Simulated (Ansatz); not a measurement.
```xyz
9

O     1.0698    1.6554    0.2367
Ge    0.8431   -0.0641   -0.0455
F     1.4117   -0.9246    1.3672
C    -1.0263   -0.5770   -0.1594
Cl   -1.7472    0.1721   -1.6168
H     0.5114    2.0173    0.9524
H     1.7343   -0.4169   -1.2399
H    -1.1245   -1.6691   -0.2382
H    -1.5839   -0.2391    0.7263
```

Method: Ansatz 0.2.0, RKS LDA/def2-mTZVP.

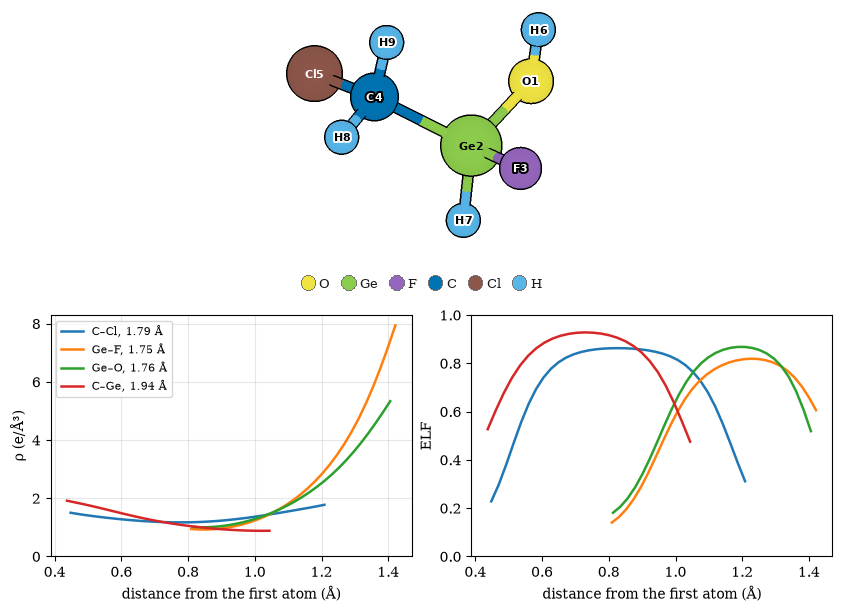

CH$_{4}$ClFGeO (SMILES [OH][GeH]([F])[CH2]Cl). Total electron density and electron localisation function along straight lines between neighbouring atoms. The curves leave out the atomic cores. The structure is drawn too.

Question: Compare the contacts.

Answer: C–Cl (1.79 Å): the density is about 1.2 e/Å³ at the midpoint; the ELF peaks at about 0.85 between the atoms (localised, covalent bonding).
Ge–F (1.75 Å): the density is about 0.94 e/Å³ at the midpoint; the ELF peaks at about 0.80 in the valence shell of F, 0.5 Å from its nucleus, and is about 0.25 at the midpoint.
Ge–O (1.76 Å): ρ at the midpoint is about 1 e/Å³; the ELF peaks at about 0.85 in the valence shell of O, 0.6 Å from its nucleus, and is about 0.30 at the midpoint.
C–Ge (1.94 Å): ρ is about 0.89 e/Å³ halfway; the ELF peaks at about 0.95 in the valence shell of C, 0.7 Å from its nucleus, and is about 0.70 at the midpoint.
